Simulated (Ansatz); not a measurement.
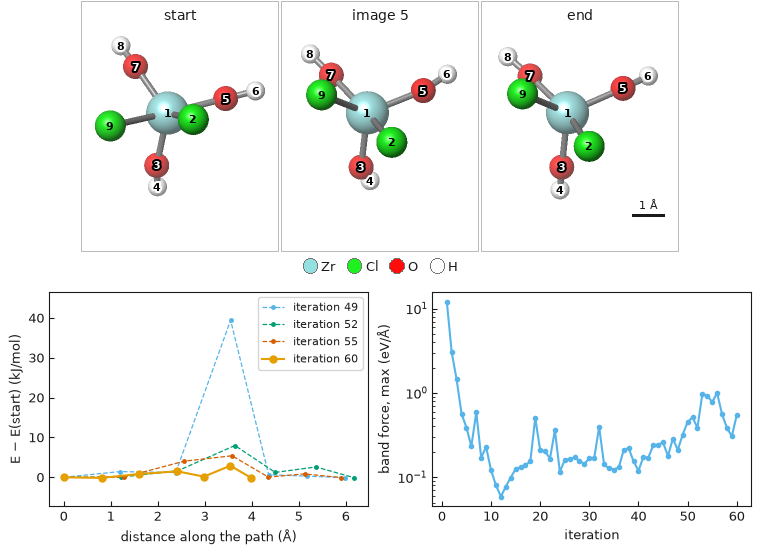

A nudged-elastic-band calculation for ZrH3O3Cl2 (multiplicity 2). Images are numbered from 0 (start) to 6 (end). The plot follows the band through its iterations. Style: ball-and-stick. Shown from a free direction.

Level of theory: Ansatz, UKS PBE/def2-SVP. Run with 5 movable images; climbing image; force threshold 0.03 eV/Å; iteration limit 60; starting path through a guess of the saddle point.

Question: Judge this run.

Answer: The result isn't final. The band hadn't converged when the run stopped after 60 iterations. The largest component of the band force went from 12 to 0.55 eV/Å. The barrier read from it is provisional, though the highest image hardly moved in the last two iterations. The first iteration put the highest image at 493.88 kJ/mol. Relative to the start the highest point is image 5 at +2.91 kJ/mol and the end lies at −0.08 kJ/mol, but the profile dips to −0.16 kJ/mol at image 1 on the way, so there may be more than one step; on an unconverged band the side maxima are provisional.
